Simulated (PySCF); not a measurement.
```yaml
atoms:
  - { symbol: As, position_ang: [0.0000, 0.0000, -0.3548] }
  - { symbol: F, position_ang: [0.0000, 0.0000, 1.3992] }
```

All numbers below come from PySCF 2.14.0, PBE0/def2-SVP, non-relativistic Hamiltonian with scalar-relativistic core potentials where named, at a bond length of 1.754 Å.

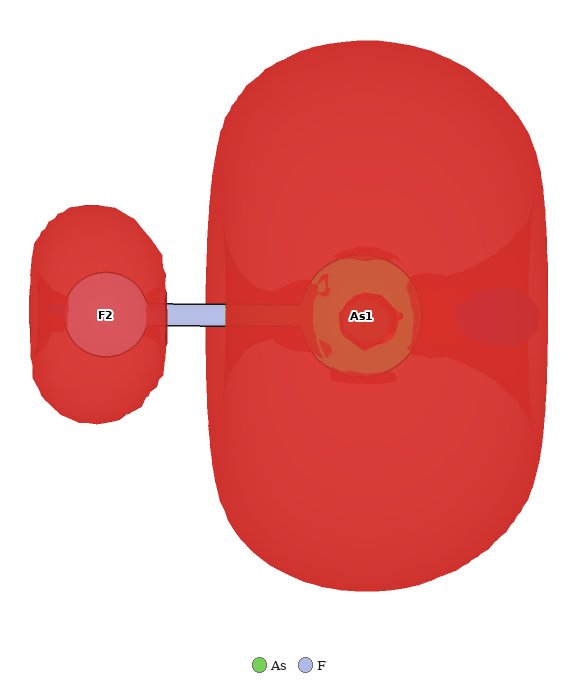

AsF (triplet). Isosurfaces of the spin density at +0.02 (red) and −0.02 e/Å³ (blue), seen from one side.

**Which atoms carry the spin?**

The unpaired spin (2 electrons) lies mostly on As1 (about 1.9) and F2 (about 0.1), in electrons by Hirshfeld's partition.
